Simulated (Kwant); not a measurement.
System: Aharonov-Bohm ring in a CdTe two-dimensional gas. Effective mass 0.096 mₑ, grid spacing 12 nm, hard walls, nominal width 150 nm (13 grid rows, so walls 168 nm apart), one parabolic valley, scattering region 1100 nm long along x; energies count from the band bottom; Fermi energy 0.000863 eV. Ring of mean radius 280 nm, arms as wide as the leads. Perpendicular field swept from 0 to 0.055 T, none in the leads; orbital effect alone.

The device is made up for the run: typed textbook-type constants, with dimensions and the other settings drawn at random.

Computed with Kwant: effective-mass tight-binding model on a square grid, one spin, coherent transport at 0 K. Conductance is in e²/h.

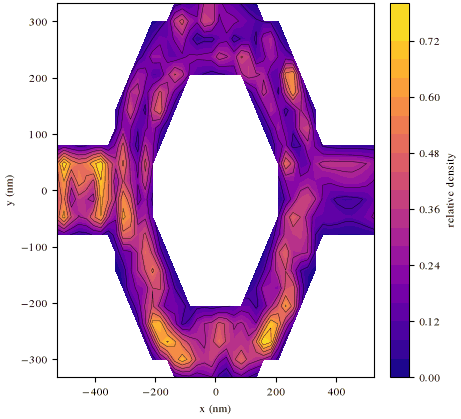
Fig. 1. Density of the scattering states that come in from the left lead, at field = 0.027809 T, in bins, relative to the largest site value

The conductance there is 1.21 e²/h with 2 open channel(s) in the leads.
